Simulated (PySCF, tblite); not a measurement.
# C₆H₁₀FO radical: geometry, infrared bands and EPR parameters

What infrared bands and EPR parameters should C₆H₁₀FO radical (`F[C]1CCCCOC1`) show?

Computed with tblite 0.8.0 and PySCF 2.14.0, with density-fitted response routines of our own, on a single molecule in the gas phase. Atoms are numbered from 0 throughout.

### 1 The starting structure

18 atoms, charge 0, multiplicity 2; geometry from: force field or distance geometry start.

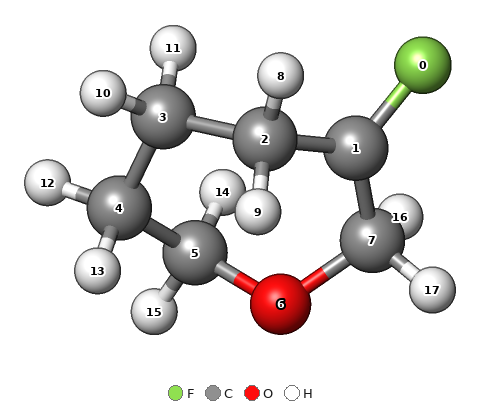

The starting geometry (fluorine green, carbon grey, oxygen red, hydrogen white), atoms numbered.

### 2 Geometry optimisation with GFN2-xTB

The job: settings as JSON, then the geometry in Å.

```
{"job": {"kind": "relax", "xc": "GFN2-xTB", "basis": "xTB"}, "charge": 0, "multiplicity": 2}
F      1.986500     1.680300     1.063100
C      1.042500     1.191700     0.208200
C      1.383900    -0.021000    -0.592500
C      0.738500    -1.274500    -0.029500
C     -0.776800    -1.371100    -0.214200
C     -1.559900    -0.190800     0.348400
O     -1.292700     0.990200    -0.412300
C     -0.288500     1.834600     0.162700
H      2.468900    -0.144700    -0.595300
H      1.070400     0.130700    -1.634700
H      1.193900    -2.155200    -0.507100
H      0.966200    -1.368100     1.050700
H     -1.140600    -2.293600     0.252600
H     -0.974500    -1.445700    -1.299900
H     -1.359000    -0.034500     1.421300
H     -2.627900    -0.397700     0.259400
H     -0.609200     2.158900     1.158800
H     -0.230600     2.716900    -0.471600
```

Run with:

```console
$ OMP_NUM_THREADS=1 python probes_run.py task.json out
```

The driver reads the jobs from task.json and runs them one after another.

The log of the run:

```text
step      E/eV     max force
  0    -725.87356    1.264
  1    -725.92278    0.381
  2    -725.93412    0.254
  3    -725.94765    0.276
  4    -725.95798    0.278
  5    -725.96468    0.190
  6    -725.96885    0.126
  7    -725.97195    0.130
  8    -725.97435    0.135
  9    -725.97644    0.130
 10    -725.97860    0.131
 11    -725.98074    0.133
 12    -725.98255    0.109
 13    -725.98403    0.096
 14    -725.98537    0.109
 15    -725.98661    0.112
 16    -725.98767    0.075
 17    -725.98868    0.079
 18    -725.98992    0.083
 19    -725.99161    0.134
 20    -725.99366    0.150
 21    -725.99566    0.106
 22    -725.99725    0.096
 23    -725.99847    0.073
 24    -725.99934    0.075
 25    -725.99990    0.046
 26    -726.00030    0.044
 27    -726.00067    0.046
 28    -726.00102    0.052
 29    -726.00129    0.043
 30    -726.00149    0.045
 31    -726.00168    0.035
 32    -726.00190    0.043
 33    -726.00210    0.035
 34    -726.00224    0.029
 35    -726.00244    0.037
 36    -726.00271    0.051
 37    -726.00303    0.053
 38    -726.00331    0.041
 39    -726.00355    0.037
 40    -726.00380    0.050
 41    -726.00415    0.059
 42    -726.00456    0.058
 43    -726.00497    0.043
 44    -726.00533    0.038
 45    -726.00568    0.057
 46    -726.00601    0.049
 47    -726.00626    0.034
 48    -726.00646    0.029
 49    -726.00665    0.040
 50    -726.00686    0.046
 51    -726.00708    0.032
 52    -726.00724    0.038
 53    -726.00740    0.038
 54    -726.00758    0.043
 55    -726.00778    0.033
 56    -726.00792    0.024
 57    -726.00803    0.027
 58    -726.00813    0.027
 59    -726.00825    0.029
 60    -726.00836    0.025
 61    -726.00846    0.023
 62    -726.00853    0.018
 63    -726.00860    0.018
 64    -726.00867    0.021
 65    -726.00873    0.024
 66    -726.00879    0.026
 67    -726.00885    0.021
 68    -726.00891    0.016
 69    -726.00895    0.015
 70    -726.00900    0.014
 71    -726.00904    0.018
 72    -726.00909    0.018
 73    -726.00913    0.014
 74    -726.00915    0.010
 75    -726.00917    0.010
 76    -726.00920    0.013
 77    -726.00923    0.015
 78    -726.00927    0.018
 79    -726.00932    0.021
 80    -726.00937    0.019
 81    -726.00944    0.021
 82    -726.00952    0.018
 83    -726.00958    0.016
 84    -726.00962    0.013
 85    -726.00965    0.014
 86    -726.00967    0.011
 87    -726.00968    0.005
```

It took 0.4 s on 1 thread of Arm Neoverse V2, shared host.

Relaxation path: (not every step is listed)

| step | energy from step 0 (eV) | largest force (eV/Å) |
| --- | --- | --- |
| 0 | 0.0000 | 1.2637 |
| 1 | -0.0492 | 0.3813 |
| 2 | -0.0606 | 0.2539 |
| 3 | -0.0741 | 0.2763 |
| 4 | -0.0844 | 0.2779 |
| 5 | -0.0911 | 0.1903 |
| 6 | -0.0953 | 0.1256 |
| 7 | -0.0984 | 0.1300 |
| 8 | -0.1008 | 0.1350 |
| 15 | -0.1131 | 0.1120 |
| 22 | -0.1237 | 0.0965 |
| 29 | -0.1277 | 0.0429 |
| 36 | -0.1291 | 0.0510 |
| 43 | -0.1314 | 0.0434 |
| 50 | -0.1333 | 0.0458 |
| 57 | -0.1345 | 0.0266 |
| 64 | -0.1351 | 0.0214 |
| 71 | -0.1355 | 0.0179 |
| 78 | -0.1357 | 0.0180 |
| 82 | -0.1360 | 0.0181 |
| 83 | -0.1360 | 0.0163 |
| 84 | -0.1361 | 0.0130 |
| 85 | -0.1361 | 0.0143 |
| 86 | -0.1361 | 0.0112 |
| 87 | -0.1361 | 0.0054 |

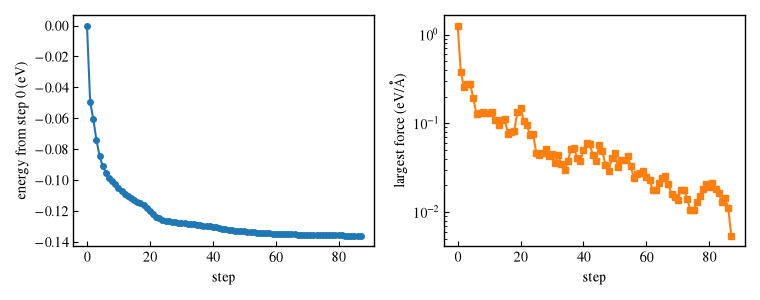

Energy and largest force along the relaxation.

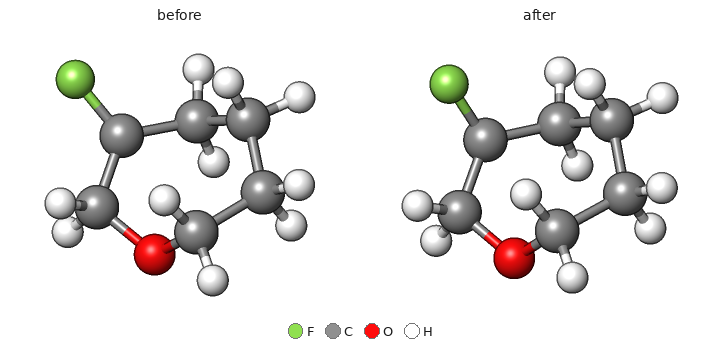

Before and after, at one scale.

Distances of close pairs at the start and the end, largest changes first:

| bond | before (Å) | after (Å) | change (Å) |
| --- | --- | --- | --- |
| C2–C3 | 1.518 | 1.547 | +0.029 |
| O6–C7 | 1.432 | 1.413 | -0.019 |
| C1–C2 | 1.493 | 1.476 | -0.017 |
| C5–O6 | 1.430 | 1.414 | -0.016 |
| C3–H11 | 1.108 | 1.092 | -0.016 |
| C4–H13 | 1.106 | 1.092 | -0.014 |
| C7–H17 | 1.088 | 1.099 | +0.011 |
| C4–C5 | 1.524 | 1.534 | +0.010 |

The end geometry stands in the next job.

### 3 Infrared spectrum with GFN2-xTB

The job: settings as JSON, then the geometry in Å.

```
{"job": {"kind": "ir", "xc": "GFN2-xTB", "basis": "xTB"}, "charge": 0, "multiplicity": 2}
F      1.684937     1.350958     1.342390
C      1.018409     1.190782     0.162322
C      1.383702    -0.010149    -0.613870
C      0.763525    -1.300189    -0.025826
C     -0.745746    -1.356479    -0.233692
C     -1.500576    -0.174669     0.387515
O     -1.350479     1.026811    -0.342647
C     -0.300433     1.869279     0.087859
H      2.471168    -0.116142    -0.610782
H      1.035873     0.116674    -1.640144
H      1.224089    -2.160933    -0.513903
H      0.996246    -1.349664     1.040117
H     -1.133673    -2.276926     0.207307
H     -0.966839    -1.370495    -1.302858
H     -1.191525    -0.032044     1.431218
H     -2.573946    -0.389601     0.368602
H     -0.526511     2.305606     1.074784
H     -0.296979     2.683499    -0.650043
```

The log of the run:

```text
mode    cm-1     km/mol
  1      64.6      4.17
  2     125.8      5.11
  3     204.4      2.10
  4     307.9      2.24
  5     317.3      2.37
  6     338.2      2.62
  7     377.0     10.17
  8     432.4      1.82
  9     510.1      7.40
 10     552.3      3.84
 11     785.7      4.98
 12     838.1      9.21
 13     866.2      9.75
 14     903.3      6.61
 15     914.4      4.80
 16     936.5      9.73
 17     967.7     19.08
 18    1006.9     42.50
 19    1062.8     20.28
 20    1081.9     68.35
 21    1106.4      2.86
 22    1128.7     29.91
 23    1182.6     20.96
 24    1196.3     14.62
 25    1218.9     21.44
 26    1244.2     27.06
 27    1270.0      4.91
 28    1278.3     19.27
 29    1310.7      9.41
 30    1319.0     12.09
 31    1335.7     16.55
 32    1345.2     10.41
 33    1348.2      4.83
 34    1431.9      4.39
 35    1442.4      3.17
 36    1455.5      0.54
 37    1468.1      1.13
 38    1483.9      0.80
 39    2840.6     37.50
 40    2882.8     22.65
 41    2899.2     42.40
 42    2944.1     34.59
 43    2968.3     15.25
 44    2973.5     23.75
 45    2978.0     36.49
 46    2985.9     32.81
 47    2991.5     23.76
 48    2996.8     78.01
```

Run time: 0.43 s. Hardware: 1 thread of Arm Neoverse V2, shared host.

The strongest bands and the atoms that carry them (share of the mass-weighted mode):

| cm⁻¹ | km/mol | atoms |
| --- | --- | --- |
| 1007 | 42.5 | C7 20 %, C3 12 %, C4 12 %, O6 11 % |
| 1082 | 68.3 | O6 35 %, C5 20 %, C7 16 % |
| 2841 | 37.5 | H16 84 % |
| 2899 | 42.4 | H14 91 % |
| 2944 | 34.6 | H15 92 % |
| 2978 | 36.5 | H12 62 %, H10 18 % |
| 2986 | 32.8 | H10 29 %, H11 27 %, H9 23 %, H12 14 % |
| 2997 | 78.0 | H9 48 %, H13 25 %, H11 20 % |

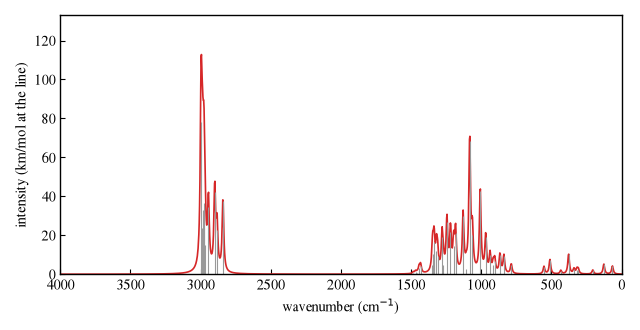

The infrared spectrum from these modes, unscaled. Lines are broadened to a width of 14 cm⁻¹ (Lorentzian).

### 4 g tensor and hyperfine couplings: B3LYP/pcH-1

Settings changed since step 3:

```diff
@@ -1,2 +1,2 @@
-{"job": {"kind": "ir", "xc": "GFN2-xTB", "basis": "xTB"}, "charge": 0, "multiplicity": 2}
+{"job": {"kind": "epr", "basis": "pcH-1"}, "charge": 0, "multiplicity": 2}
 F      1.684937     1.350958     1.342390
```

Level: UKS B3LYP, pcH-1 on C F H O, non-relativistic, mean-field spin-orbit, GIAO.

The log of the run:

```text
UKS, coarse grid
  cycle   1  E = -409.57378830  |g| = 5.51e-01
  cycle   2  E = -409.41296665  |g| = 8.81e-01
  cycle   3  E = -409.68172292  |g| = 9.12e-02
  cycle   4  E = -409.68447807  |g| = 4.45e-02
  cycle   5  E = -409.68531764  |g| = 9.90e-03
  cycle   6  E = -409.68535970  |g| = 3.99e-03
  cycle   7  E = -409.68536558  |g| = 1.71e-03
  cycle   8  E = -409.68536738  |g| = 6.29e-04
UKS, final grid
  cycle   1  E = -409.68529523  |g| = 9.21e-04
  cycle   2  E = -409.68529486  |g| = 1.43e-03
  cycle   3  E = -409.68529551  |g| = 9.62e-05
  cycle   4  E = -409.68529552  |g| = 2.58e-05
E = -409.68529552 Eh   <S^2> = 0.7538 (exact 0.7500)
g shifts (ppm)      1          2          3
  rmc          -207       -207       -207
  gc              4         47         27
  oz_so        -161       1602       2511
  total        -365       1442       2331
hyperfine (MHz)  atom isotope    a_iso     a_fc   dipolar eigenvalues
    0   19F     174.96     174.96   -246.47   -208.78    455.25
    1   13C     158.66     158.66    -84.03    -81.36    165.38
    2   13C     -24.30     -24.30     -2.01     -0.92      2.93
    3   13C      65.57      65.57     -6.09     -5.80     11.89
    4   13C      -3.33      -3.33     -0.58     -0.50      1.08
    5   13C      -1.09      -1.09     -0.99     -0.35      1.34
    6   17O     -26.45     -26.45    -14.21      6.46      7.75
    7   13C     -11.65     -11.65     -1.85     -0.48      2.34
    8    1H      41.18      41.18     -5.23     -4.79     10.02
    9    1H      17.66      17.66     -5.47     -4.50      9.97
   10    1H      10.05      10.05     -3.65     -1.54      5.19
   11    1H      -4.01      -4.01     -4.96     -1.64      6.60
   12    1H       0.70       0.70     -1.33     -0.78      2.11
   13    1H       0.19       0.19     -1.82     -1.12      2.94
   14    1H       0.26       0.26     -3.25     -2.76      6.02
   15    1H      -1.44      -1.44     -1.56     -0.93      2.48
   16    1H      25.80      25.80     -5.40     -4.16      9.56
   17    1H      90.92      90.92     -6.64     -3.21      9.85
```

It took 82 s on 1 thread of Arm Neoverse V2, shared host; peak memory 0.93 GiB.

Principal g values 2.00195, 2.00376, 2.00465; g(iso) = 2.00346, against 2.00232 for a free electron.

Hyperfine couplings; where a row names several nuclei, a(iso) is their mean (it holds for fast rotation or exchange) and the dipolar term the largest among them:

| nuclei | isotope | a(iso) (MHz) | a(iso) (G, at g = 2.0023) | largest dipolar term (MHz) |
| --- | --- | --- | --- | --- |
| F0 | 19F | 175.0 | 62.4 | 455.3 |
| C1 | 13C | 158.7 | 56.6 | 165.4 |
| C3 | 13C | 65.6 | 23.4 | 11.9 |
| H16, H17 | 1H | 58.4 | 20.8 | 9.8 |
| H8, H9 | 1H | 29.4 | 10.5 | 10.0 |
| O6 | 17O | -26.4 | -9.4 | -14.2 |
| C2 | 13C | -24.3 | -8.7 | 2.9 |
| C7 | 13C | -11.6 | -4.2 | 2.3 |
| C4 | 13C | -3.3 | -1.2 | 1.1 |
| H10, H11 | 1H | 3.0 | 1.1 | 6.6 |
| C5 | 13C | -1.1 | -0.4 | 1.3 |
| H14, H15 | 1H | -0.6 | -0.2 | 6.0 |
| H12, H13 | 1H | 0.4 | 0.2 | 2.9 |

Mulliken spin populations:

F0 0.06; C1 0.90; C2 -0.06; C3 0.05; C4 0.00; C5 0.01; O6 0.03; C7 -0.06; H8 0.02; H9 0.01; H10 0.01; H11 0.00; H12 0.00; H13 0.00; H14 0.00; H15 0.00; H16 0.01; H17 0.04

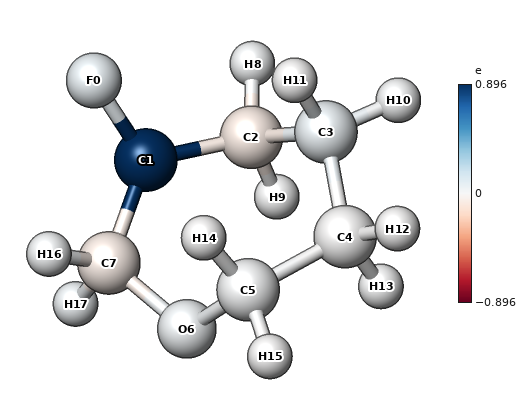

Mulliken spin populations, as colours on the atoms.

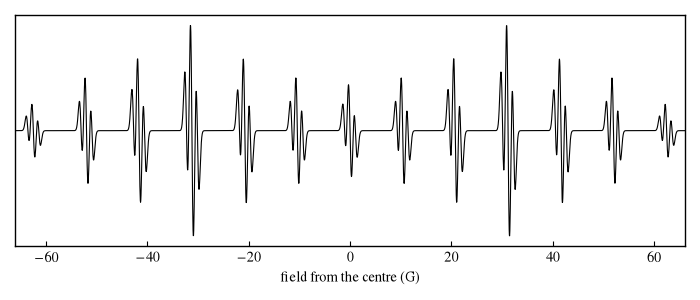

First-order isotropic spectrum (first derivative, main isotopes with spin only, couplings over 0.8 MHz, Gaussian width 0.3 G; couplings of the frozen geometry, rotation of groups not averaged beyond the rows shown).

Orbitals, density, ELF and potential are computed afterwards from the orbital file.

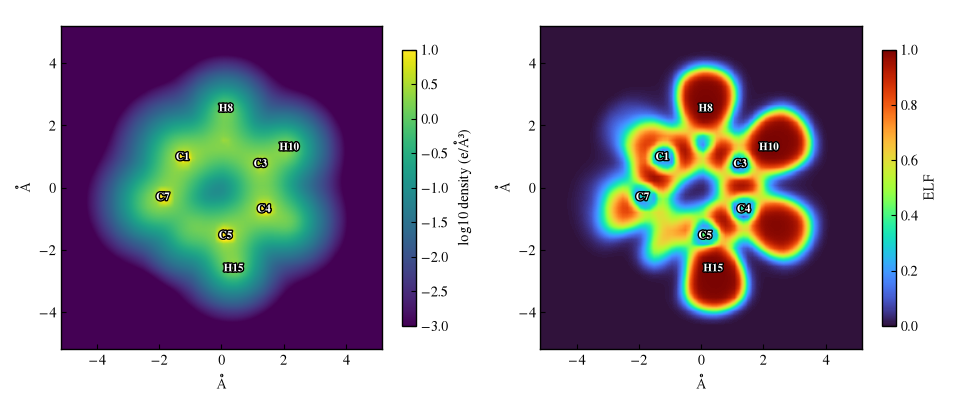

Density (left) and ELF (right) in a plane through or near 8 of the atoms.

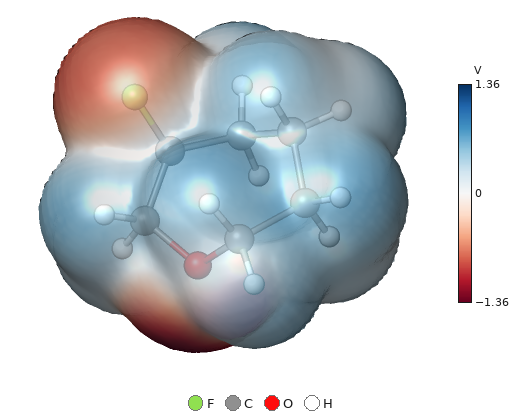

The potential that a unit positive charge feels on the 0.002 e/bohr³ surface, from -1.36 V near O6 to 0.71 V near H12.

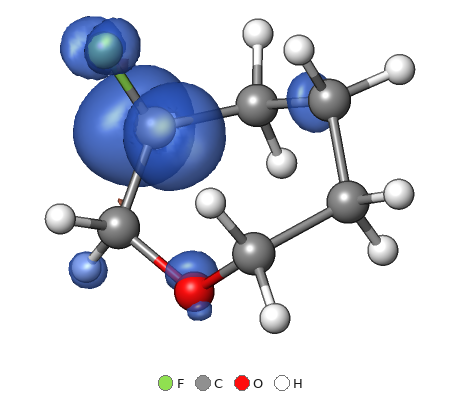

Spin density at ±0.05 e/Å³ (alpha excess blue, beta excess red).

### 5 What came out

| quantity | value |
| --- | --- |
| strongest single infrared mode (GFN2-xTB) | 2997 cm⁻¹, 78 km/mol |
| zero-point energy (GFN2-xTB) | 93.8 kcal/mol |
| g(iso) (B3LYP) | 2.00346 |
| ⟨S²⟩ | 0.754 (exact 0.75) |
| largest a(iso) (averaged by class) | 19F on F0, 175.0 MHz |
| surface potential, least and greatest | -1.36 V and 0.71 V |

Over 87 steps the energy fell by 0.136 eV; of the close pairs, C2–C3 changed most, 1.518 to 1.547 Å. No mode is imaginary among the 48: a minimum at this level. The strongest single mode, at 2997 cm⁻¹, is spread over several atoms, H9, H13, H11 among them. GFN2-xTB is a fitted tight-binding method: band positions and strengths are rough. Its intensities can rank the bands wrongly. C1 carries the largest spin population, 0.90 e. The isotropic g lies 1.1 ppt above the free-electron value.
